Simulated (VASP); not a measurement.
Band structure of LaAs. These are PBE GGA, VASP's PBE PAW potentials (set 64) (plane waves; VASP) values and carry that method's errors.

The cell holds a wide vacuum, so values per volume refer to the whole cell.

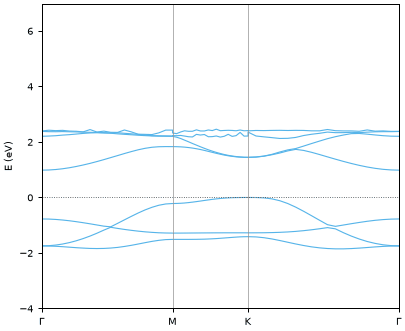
Fig. 1. Bands along high-symmetry lines, zero at the valence-band maximum or, without a gap, the Fermi level

Task: Read the plot: is there a gap, and where are the band edges?

Result: The gap is indirect, 0.98 eV, from the valence maximum at K to the conduction minimum at Γ.

The cell is a sheet with vacuum, built from a generated structure.
